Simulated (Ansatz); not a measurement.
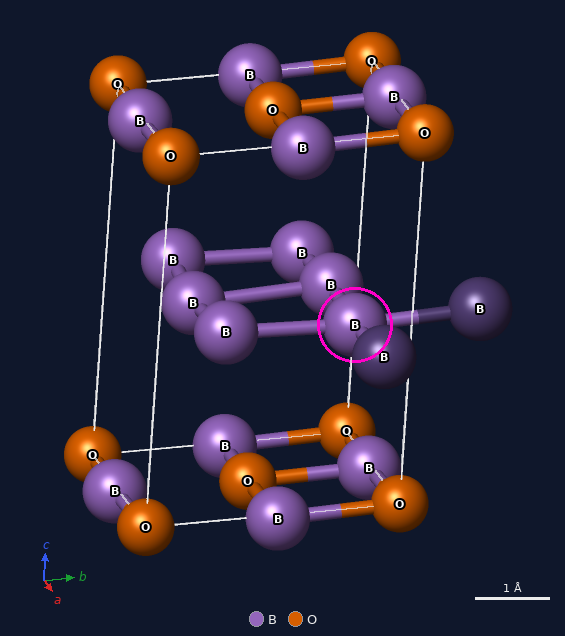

This ball-and-stick model is shown slightly off an axis. The unit cell is outlined; an atom on or near a face, edge or corner is repeated at each equivalent position. The neighbours of the ringed atom that lie outside the box are added in fainter colours.

The cell is given by a = 3.364 Å, b = 3.523 Å, c = 6.002 Å, α = 87.65°, β = 74.44°, γ = 88.57°.

Question: Work out the formula from the picture.

Answer: B₃O. The cell holds 6 B, 2 O, counting shared atoms by their share.

Question: What is the environment of the ringed atom?

Answer: It is a boron atom, bonded to four B in a distorted square planar arrangement at about 1.6 to 1.8 Å.

The initial geometry was a textbook structure type filled with these elements (whether it is the usual form wasn't checked). Earlier steps of the study may have refined or changed the cell and positions. It was set up as input for a calculation with Ansatz.
